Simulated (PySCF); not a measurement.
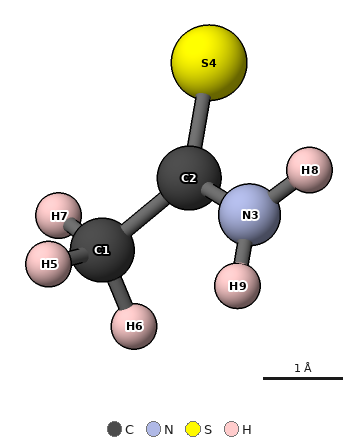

Figure 1. The structure as given in the input (ball-and-stick view, seen at a tilt; atoms are numbered from 1 in the order of the input). Bond lengths as drawn: C–C 1.50 Å, C–H 1.09 to 1.10 Å, C–N 1.34 Å, C–S 1.65 Å and H–N 1.01 Å.

**Two runs on C2H5NS**

System: C2H5NS (thioacetamide), SMILES CC(N)=S.
Method of the first run: GIAO PBE0/pcSseg-1 NMR shielding, non-relativistic, IEF-PCM tetrahydrofuran (PySCF 2.14.0).

The geometry comes from this level: PBE0-D3(BJ)/def2-SVP. Text and figures count atoms from 1; the logs count them from 0 in places.

**Input file, the first run**
```
{"job": {"kind": "nmr", "xc": "PBE0", "basis": "pcSseg-1", "solvent": "tetrahydrofuran", "pop": false}, "charge": 0, "multiplicity": 1}
C     -1.152599    -0.073603     0.030941
C      0.266073     0.365498    -0.206866
N      1.197782    -0.541337     0.135139
S      0.658048     1.840838    -0.828381
H     -1.317115    -0.271133     1.103388
H     -1.366221    -1.006348    -0.517232
H     -1.846942     0.705064    -0.299480
H      2.173333    -0.307701     0.000518
H      0.954712    -1.448415     0.510513
```

The first line tells a small driver script what to run in PySCF; the rest is the geometry in Å.

Launched with:
```bash
OMP_NUM_THREADS=1 python <driver script> task.json out
```

Hardware: 1 CPU thread, shared host.

**Output (the first run)**
```
coarse grid: 7960 points
cycle   1  E = -531.7885465192  dE =  4.064e-01  |g| = 3.656e-01  |ddm| = 2.676e+00
cycle   2  E = -531.7666663443  dE =  2.188e-02  |g| = 4.928e-01  |ddm| = 9.686e-01
cycle   3  E = -531.8270359744  dE = -6.037e-02  |g| = 9.274e-02  |ddm| = 5.465e-01
cycle   4  E = -531.8290348790  dE = -1.999e-03  |g| = 2.406e-02  |ddm| = 1.009e-01
cycle   5  E = -531.8291720237  dE = -1.371e-04  |g| = 7.260e-03  |ddm| = 2.895e-02
cycle   6  E = -531.8291845482  dE = -1.252e-05  |g| = 2.284e-03  |ddm| = 8.437e-03
cycle   7  E = -531.8291855289  dE = -9.806e-07  |g| = 6.498e-04  |ddm| = 1.872e-03
final grid: 72016 points
cycle   8  E = -531.8519977524  dE = -1.340e-05  |g| = 8.596e-03  |ddm| = 1.848e-02
cycle   9  E = -531.8519701269  dE =  2.763e-05  |g| = 1.344e-02  |ddm| = 2.025e-02
cycle  10  E = -531.8520160918  dE = -4.596e-05  |g| = 1.020e-03  |ddm| = 1.325e-02
cycle  11  E = -531.8520163503  dE = -2.585e-07  |g| = 1.210e-04  |ddm| = 9.162e-04
cycle  12  E = -531.8520163537  dE = -3.317e-09  |g| = 3.668e-05  |ddm| = 1.309e-04
cycle  13  E = -531.8520163540  dE = -3.829e-10  |g| = 1.526e-05  |ddm| = 6.320e-05
converged SCF energy = -531.8520163540

GIAO shielding tensors (ppm)
atom      isotropic    diamagn.    paramagn.     s11        s22        s33       span
  0 C      150.987     248.149     -97.162    122.736    141.477    188.748     66.013
  1 C      -29.559     254.368    -283.927   -176.059    -44.243    131.626    307.685
  2 N      101.665     321.204    -219.539    -33.073    144.320    193.747    226.820
  3 S      245.939    1057.308    -811.369    -35.040    230.552    542.306    577.346
  4 H       28.602      28.641      -0.039     25.195     27.158     33.452      8.257
  5 H       28.637      28.656      -0.019     25.118     27.289     33.505      8.387
  6 H       29.027      28.898       0.129     24.698     29.644     32.739      8.042
  7 H       24.439      30.510      -6.071     20.959     21.705     30.653      9.695
  8 H       24.692      31.368      -6.676     20.513     22.432     31.130     10.616
```

For the second run the input was changed thus:
```diff
-"solvent": "tetrahydrofuran"
-"pop": false
+"solvent": "acetone"
+"pop": true
```

How does the second run compare with the first run?

The total energy of the second run is 1.3 kcal/mol lower: the change of the electrostatic solvation energy at this fixed geometry, without cavity or dispersion terms. The HOMO goes from −6.34 to −6.41 eV. The dipole moment goes from 6.24 to 6.53 D. Of all shieldings, the largest change is that of S4, by +18.7 ppm. The number of SCF iterations is the same.

**Output (the second run)**
```
coarse grid: 7960 points
cycle   1  E = -531.7919447019  dE =  4.031e-01  |g| = 3.629e-01  |ddm| = 2.676e+00
cycle   2  E = -531.7739416312  dE =  1.800e-02  |g| = 4.761e-01  |ddm| = 9.281e-01
cycle   3  E = -531.8294671025  dE = -5.553e-02  |g| = 8.588e-02  |ddm| = 5.104e-01
cycle   4  E = -531.8311825158  dE = -1.715e-03  |g| = 2.317e-02  |ddm| = 9.397e-02
cycle   5  E = -531.8313111401  dE = -1.286e-04  |g| = 6.653e-03  |ddm| = 2.769e-02
cycle   6  E = -531.8313216276  dE = -1.049e-05  |g| = 2.255e-03  |ddm| = 8.012e-03
cycle   7  E = -531.8313225769  dE = -9.493e-07  |g| = 6.425e-04  |ddm| = 1.799e-03
final grid: 72016 points
cycle   8  E = -531.8541237627  dE = -1.394e-05  |g| = 8.438e-03  |ddm| = 1.840e-02
cycle   9  E = -531.8540991785  dE =  2.458e-05  |g| = 1.294e-02  |ddm| = 1.947e-02
cycle  10  E = -531.8541414553  dE = -4.228e-05  |g| = 9.556e-04  |ddm| = 1.248e-02
cycle  11  E = -531.8541416799  dE = -2.246e-07  |g| = 1.268e-04  |ddm| = 8.475e-04
cycle  12  E = -531.8541416834  dE = -3.520e-09  |g| = 4.098e-05  |ddm| = 1.315e-04
cycle  13  E = -531.8541416839  dE = -4.056e-10  |g| = 2.229e-05  |ddm| = 6.141e-05
converged SCF energy = -531.8541416839

GIAO shielding tensors (ppm)
atom      isotropic    diamagn.    paramagn.     s11        s22        s33       span
  0 C      150.789     248.124     -97.335    122.650    140.916    188.802     66.152
  1 C      -30.081     254.344    -284.425   -173.907    -48.194    131.858    305.765
  2 N       98.702     321.160    -222.458    -38.576    145.184    189.498    228.073
  3 S      264.680    1057.434    -792.754     -3.526    254.745    542.821    546.347
  4 H       28.538      28.558      -0.020     25.116     27.078     33.419      8.303
  5 H       28.568      28.568      -0.001     25.034     27.202     33.466      8.432
  6 H       29.079      28.933       0.146     24.757     29.693     32.787      8.029
  7 H       24.338      30.407      -6.070     20.879     21.625     30.509      9.630
  8 H       24.513      31.219      -6.706     20.374     22.270     30.895     10.521
```

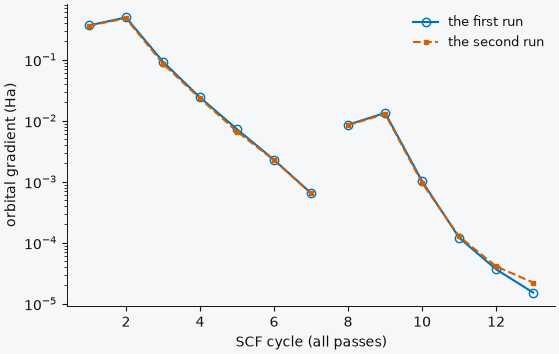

Figure 2. Convergence of the two runs: orbital gradient against the SCF cycle. A break in a curve parts two SCF passes (coarse and final grid). The first run takes 13 cycles in all, and the second run takes 13.

**The two runs side by side**

| quantity | the first run | the second run |
| --- | --- | --- |
| outcome | converged | converged |
| total energy (hartree) | −531.852016 | −531.854142 |
| HOMO (eV) | −6.34 | −6.41 |
| LUMO (eV) | −0.86 | −0.87 |
| dipole moment (D) | 6.24 | 6.53 |
| shielding of C1 (ppm) | 151.0 | 150.8 |
| shielding of C2 (ppm) | −29.6 | −30.1 |
| shielding of N3 (ppm) | 101.7 | 98.7 |
| shielding of S4 (ppm) | 245.9 | 264.7 |
| shielding of H6 (ppm) | 28.6 | 28.6 |
| shielding of H8 (ppm) | 24.4 | 24.3 |
| shielding of H9 (ppm) | 24.7 | 24.5 |
| SCF iterations | 13 | 13 |
| basis functions | 100 | 100 |
| wall time (shared host) | 7.6 s | 10 s |
